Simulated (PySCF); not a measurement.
The calculation's input:

```
# AlB2FH4
import pyscf.grad
from pyscf import gto, dft

system = gto.M(
    atom=[
    ('Al', (2.018468, -0.860406, -2.434288)),
    ('B', (0.914296, 0.720747, -1.765369)),
    ('B', (0.011046, -0.568812, -2.206869)),
    ('F', (3.344362, -1.841576, -2.271000)),
    ('H', (0.802161, 1.904379, -1.941461)),
    ('H', (1.993208, 0.439794, -1.120933)),
    ('H', (0.484252, -1.715706, -1.859420)),
    ('H', (-1.011024, -0.685918, -2.828334)),
],
    spin=0,
    max_memory=3720,
    charge=0,
    verbose=3,
    basis='def2-tzvpd',
)

mf = dft.RKS(system)
mf.xc = 'pbe0'
mf = mf.density_fit(auxbasis='def2-universal-jkfit')
mf.max_cycle = 100
mf.grids.level = 3
mf.conv_tol = 1e-09
mf.kernel()
if not mf.converged:
    mf = mf.newton().run(mf.mo_coeff, mf.mo_occ)

etot = mf.e_tot
print('Final energy', etot)
grad = mf.Gradients().kernel()
mf.analyze()
```

Run with:

```sh
OMP_NUM_THREADS=2 python calc.py
```

Geometry: PBE0-D3(BJ)/def2-SVP.

The calculation used Gaussian-basis quantum chemistry of an isolated molecule with PySCF, energy and nuclear gradient, functional PBE0 in PySCF.

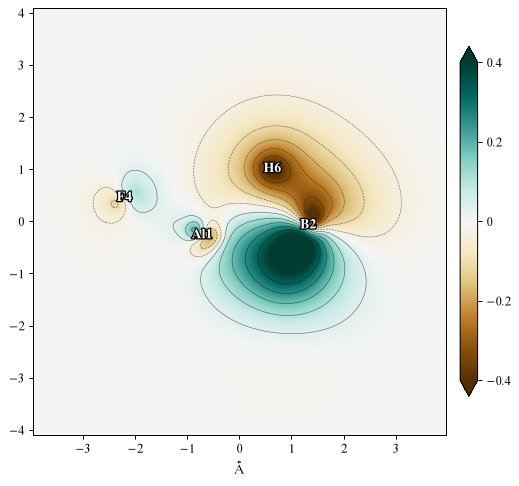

AlB2FH4. The HOMO−1 on the plane of atoms Al1, H6 and B2 (values in Å⁻³ᐟ²; the overall sign is arbitrary).

Where does this orbital lie, and at what energy?

Its weight (Hirshfeld) is mainly on B2 (about 30 %), B3 (about 30 %), Al1 (about 10 %), H6 (about 10 %) and H7 (about 10 %). Its energy is −9.41 eV.
